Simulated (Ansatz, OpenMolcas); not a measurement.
## CH6BNO2: a line through the functionals

CH6BNO2 has 11 atoms, charge 0, and is taken as a singlet. As SMILES, `OBNCO`. Geometry: relaxed at PBE0-D4/def2-TZVP. This is a higher conformer, about 10 kJ/mol above the lowest found by a separate search.

The vertical energy of the triplet above the singlet y, in eV, basis def2-SVP; a is the functional's share of exact exchange. Programs: Ansatz 0.2.0, OpenMolcas 26.06.

```
functional     program     a  y (eV)
      TPSS  OpenMolcas     0    6.18
      BLYP      Ansatz     0    5.95
     B3LYP      Ansatz   0.2    6.48
      PBE0      Ansatz  0.25       ?
   r2SCAN0      Ansatz  0.25    6.63
     BHLYP      Ansatz   0.5    6.90
```

Problem. Fit y = c + s·a to the known rows and predict PBE0.

Solution. 
1. Means of the 5 rows: a = 0.1900, y = 6.428.
2. Σ(Δa)² = 0.172, Σ(Δa·Δy) = 0.2969, so the slope is 0.2969/0.172 = 1.7262.
3. Intercept: 6.428 − (1.7262) × 0.1900 = 6.100. The largest residual of the fit is 0.15.
4. PBE0: 6.100 + (1.7262) × 0.25 = 6.53 eV.

The run gave 6.56 eV, so the prediction is off by -0.03 eV, within the largest residual. The rows mix families of semi-local functionals, which the line can't see.

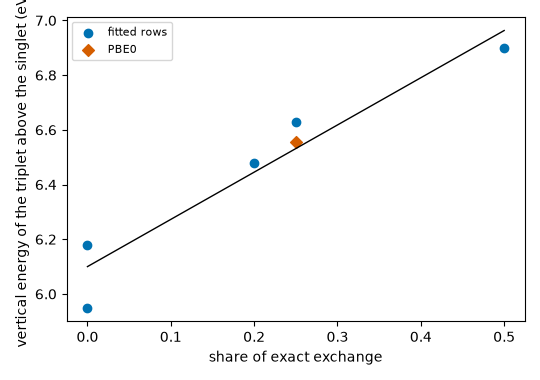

The fitted line, with the withheld row.
